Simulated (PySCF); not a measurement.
# CH9BNP: the cost of one run

Programs: PySCF 2.14.0, with density-fitted response routines of our own. Each step states its level of theory. These are calculated values for one molecule in the gas phase, unless marked as measured. Atoms count from 0, in the outputs and in this text.

## (1) Starting geometry

13 atoms, charge 0, multiplicity 1; geometry from: PBE0-D3(BJ)/def2-SVP.

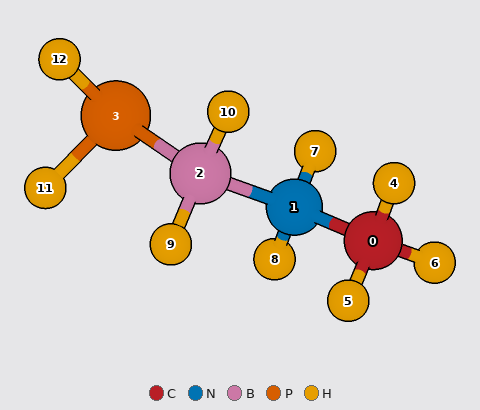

The starting geometry (carbon red, nitrogen blue, boron pink, phosphorus orange, hydrogen amber), atoms numbered.

## (2) Nuclear shieldings: HF/pcSseg-2

Job settings and geometry (Å):

```
{"job": {"kind": "nmr", "xc": "HF", "basis": "pcSseg-2", "pop": false}, "charge": 0, "multiplicity": 1}
C     -1.437768     0.559923     0.562040
N     -0.151956     0.487812    -0.139492
B      1.015963    -0.321140     0.654049
P      2.510423    -0.470997    -0.638304
H     -1.792849    -0.461620     0.745618
H     -1.280279     1.045682     1.533120
H     -2.187131     1.118403    -0.018017
H     -0.261080     0.043834    -1.055603
H      0.191444     1.429998    -0.338645
H      1.231721     0.316445     1.673716
H      0.551261    -1.432990     0.866393
H      3.428625     0.494405    -0.121743
H      3.174769    -1.581995    -0.044902
```

Method: GIAO HF/pcSseg-2 NMR shielding, non-relativistic, gas phase.

The run is started by

```bash
OMP_NUM_THREADS=1 python probes_run.py task.json out
```

One launch serves the whole session: the jobs run in the order shown.

**Question.** How long does this first job take on 1 thread of Arm Neoverse V1, shared host, and how much memory does it need?

About 17 s, with a peak of 0.97 GiB.
